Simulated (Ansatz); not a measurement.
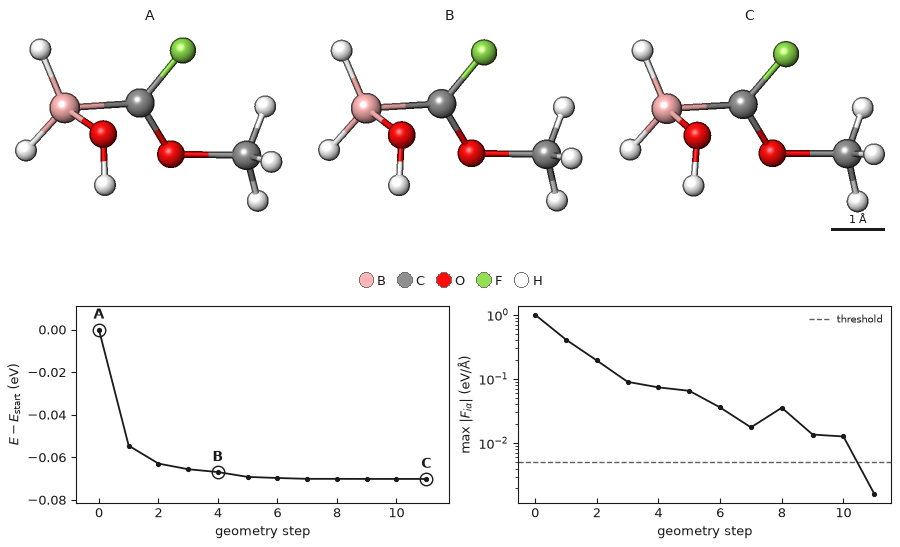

Frames of a relaxation of C₂H₆BFO₂, marked on the history of the run. Style: ball-and-stick. Shown at a tilt.

The start comes from PBE-D4/def2-SVP.

Computed with Ansatz, RKS PBE0-D4/def2-TZVP.

Input
```yaml
crystal:
  periodic: [false, false, false]
  atoms:
    - {symbol: B, position_ang: [-0.398276, -1.813989, -0.280753]}
    - {symbol: C, position_ang: [-0.447222, -0.212499, -0.370727]}
    - {symbol: O, position_ang: [-0.181131, -1.639858, 1.213319]}
    - {symbol: F, position_ang: [-1.532704, 0.449084, 0.001096]}
    - {symbol: O, position_ang: [0.590182, 0.559951, -0.502516]}
    - {symbol: C, position_ang: [0.549258, 1.944693, -0.068945]}
    - {symbol: H, position_ang: [-1.498776, -2.293319, -0.520441]}
    - {symbol: H, position_ang: [0.547323, -2.288509, -0.907119]}
    - {symbol: H, position_ang: [0.781345, -1.601908, 1.364359]}
    - {symbol: H, position_ang: [1.508839, 2.381734, -0.392536]}
    - {symbol: H, position_ang: [-0.300129, 2.476538, -0.536129]}
    - {symbol: H, position_ang: [0.458190, 1.982982, 1.034392]}
basis:
  gaussian: {orbitals: def2-TZVP}
hamiltonian: {xc: pbe0, dispersion: d4}
relax: {f_tol: 0.005, max_steps: 150}
```

Launched with:
```bash
ansatz run in.yaml --threads 4 --pin off --events-out ev --progress --plain --max-ram 10444MiB
```

### What happens along the run?

H9 moves most after the best rigid fit: 0.25 Å. By element the largest moves are H 0.25 Å, F 0.13 Å, O 0.13 Å, C 0.08 Å, B 0.04 Å. Some distances before and after: B1–O3 1.520 → 1.492 Å, C2–O5 1.300 → 1.274 Å, C2–F4 1.324 → 1.304 Å, B1–H8 1.229 → 1.212 Å. Bond angles that change, for instance: C2–B1–O3 86.9° → 91.3°, C2–B1–H8 112.3° → 109.9°. Over 11 geometry steps the energy falls by 0.070 eV. Largest force component: 1 eV/Å at the start, 0.0016 eV/Å at the end. The run took 45 s on 4 threads of Arm Neoverse V2, on a shared host. From step 0 to 4: H9 moves most (0.13 Å), energy −0.067 eV. From step 4 to 11: H9 moves most (0.12 Å), energy −0.003 eV.

| step | E − E(0), eV | largest force component, eV/Å |
| --- | --- | --- |
| 0 | 0.0000 | 1.0062 |
| 1 | -0.0545 | 0.4115 |
| 2 | -0.0629 | 0.1946 |
| 3 | -0.0656 | 0.0902 |
| 4 | -0.0669 | 0.0740 |
| 5 | -0.0692 | 0.0654 |
| 6 | -0.0697 | 0.0360 |
| 7 | -0.0701 | 0.0176 |
| 8 | -0.0701 | 0.0356 |
| 9 | -0.0701 | 0.0136 |
| 10 | -0.0701 | 0.0127 |
| 11 | -0.0701 | 0.0016 |
